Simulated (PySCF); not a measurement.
H4OSi, SMILES `O[SiH3]`.

Level of theory: PBE0/def2-TZVP (PySCF), at a geometry from GFN2-xTB. No frequency check shows the geometry to be a minimum.

The calculation's input:

```python
import numpy as np
from pyscf import gto, scf, dft
from pyscf.scf import atom_ks, atom_hf
from scipy.linalg import block_diag

def solve(mol, dm0=None, hcore=None):
    mf = (dft.UKS if mol.spin else dft.RKS)(mol, xc='pbe0')
    mf.grids.level = 3
    mf = mf.density_fit(auxbasis='def2-universal-jkfit')
    mf.conv_tol, mf.max_cycle = 1e-8, 80
    if hcore is not None:
        mf.get_hcore = lambda *args: hcore
    mf.kernel(dm0)
    if not mf.converged:
        mf = mf.newton().run(mf.mo_coeff, mf.mo_occ, max_cycle=30)
    assert mf.converged, 'SCF not converged'
    return mf

mol = gto.M(atom='''
O     -1.08951    -0.11344    -0.00106
Si     0.53241     0.01121     0.00003
H     -1.66825     0.64154     0.00467
H      1.00412    -0.62989    -1.22239
H      0.92460     1.42149     0.02983
H      1.00191    -0.68259     1.19593
''', basis='def2-tzvp', charge=0, spin=0, verbose=4)
mf = solve(mol)
out = dict(e0=mf.e_tot, dm0=mf.make_rdm1(), c=mf.mo_coeff, occ=mf.mo_occ, eps=mf.mo_energy)
for name, dq, spin in [('cation', 1, 1)]:
    ion = mol.copy().set(charge=mol.charge + dq, spin=spin).build()
    mi = solve(ion)
    if spin and dq > 0 and mol.nao < 130:
        c, _, stable, _ = mi.stability(return_status=True)
        if not stable:
            mi = solve(ion, mi.make_rdm1(c, mi.mo_occ))
    print(name, 'vertical energy change / eV', (mi.e_tot - mf.e_tot) * 27.211386)
    out.update({'e_' + name: mi.e_tot, 'dm_' + name: mi.make_rdm1(), 's2_' + name: mi.spin_square()[0], 'eps_' + name: mi.mo_energy, 'occ_' + name: mi.mo_occ})
# spherically averaged free atoms, for the promolecule
atm = atom_ks.get_atm_nrks(mol, xc='pbe0')
pro = block_diag(*[(atm[a[0]][2] * atm[a[0]][3]) @ atm[a[0]][2].T for a in mol._atom])
np.savez('result.npz', pro=pro, **out)
```

Command:

```sh
OMP_NUM_THREADS=1 python input.py
```

The run took 47 s on 1 thread of Intel(R) Xeon(R) Platinum 8488C (Sapphire Rapids) (shared host), peak memory 0.46 GiB.

Partitions, critical points and surface values were worked out afterwards from this run's density.

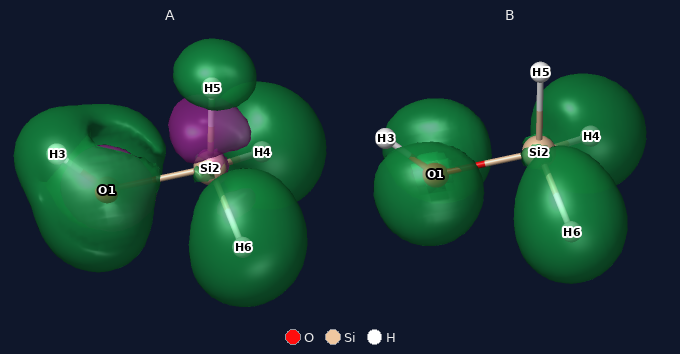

The Fukui function f⁻ from two separate SCF calculations and the density of the HOMO, at ±0.02 e/Å³ (green positive, purple negative).

Q: Which panel is which, and how good is the frozen-orbital picture?

A: A is f⁻ (it has negative regions), B the HOMO density. The HOMO lies on O1 (43 %), Si2 (22 %) and H4 and H6 (16 % each); f⁻ (Hirshfeld-condensed) is largest on O1 (0.28), Si2 (0.23) and H4 and H6 (0.17 each); the vertical ionisation energy is 11.16 eV. Relaxation shifts 15 % of the electron between atoms. The orbital energy is −8.65 eV.
